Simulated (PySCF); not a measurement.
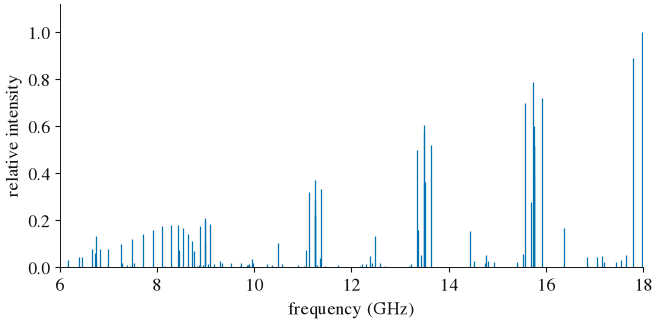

C₃H₆N₂Si, SMILES N#CC/C=N\[SiH3]. Simulated rotational absorption lines between 6 and 18 GHz at 5 K: rigid rotor with the equilibrium constants and dipole of one optimised conformer (PBE0-D3(BJ)/def2-SVP, PySCF 2.14.0), commonest isotopes; no centrifugal distortion, hyperfine structure, internal rotation or nuclear-spin weights; lines within 1 MHz of each other are summed.

What are the rotational constants, and what kind of rotor is it?

Answer. Rotational constants A, B, C = 9.921, 1.150, 1.100 GHz; Ray's κ = −0.99, a near-prolate asymmetric top.

Which dipole components drive the lines?

Answer.
|μa|, |μb|, |μc| = 2.22, 0.58, 2.04 D; a-type lines carry 77 % of the intensity in this range.

Known limits of this run: coarse grid, loose stop and no frequency check, small forces are noise and the end may be a saddle.
